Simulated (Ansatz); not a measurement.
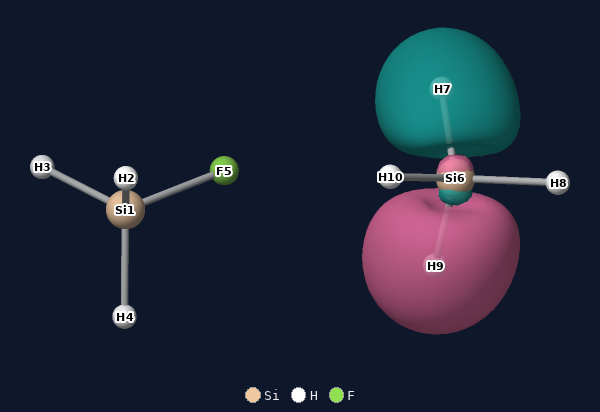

*FH$_{3}$Si···SiH$_{4}$. The HOMO−1 at ±0.15 Å⁻³ᐟ² (teal and pink are the two phases), seen at an oblique angle.*

These are results of RHF/def2-SVP (Ansatz 0.2.0), not measurements.

Input

```
crystal:
  periodic: [false, false, false]
  atoms:
    - { symbol: Si, position_ang: [0.37542, -0.017069, -0.133806] }
    - { symbol: H, position_ang: [0.456801, 0.107374, 1.320627] }
    - { symbol: H, position_ang: [1.686301, 0.1318, -0.791165] }
    - { symbol: H, position_ang: [-0.576662, 0.972617, -0.664131] }
    - { symbol: F, position_ang: [-0.18811, -1.488639, -0.472691] }
    - { symbol: Si, position_ang: [-2.740466, 0.032247, 1.316254] }
    - { symbol: H, position_ang: [-2.922597, -0.70417, 0.048821] }
    - { symbol: H, position_ang: [-3.660908, -0.505902, 2.344506] }
    - { symbol: H, position_ang: [-3.033207, 1.469067, 1.097973] }
    - { symbol: H, position_ang: [-1.354673, -0.103325, 1.777711] }
basis:
  gaussian: { orbitals: def2-SVP }
hamiltonian:
  xc: hf
relax:
  f_tol: 0.03
  max_steps: 50
output:
  orbitals: {}
```

Command:

```sh
ansatz run input.yaml --threads 1 --pin off --max-ram 2048MiB --backend cpu --events-out ev --progress --plain --runs-dir out
```

The fields are those of the run's last geometry, not of the input's.

Q: Describe this orbital and give its energy.

A: Its weight (Hirshfeld) is mainly on Si6 (about 45 %), H9 (about 30 %) and H7 (about 20 %). Its energy is −13.00 eV.
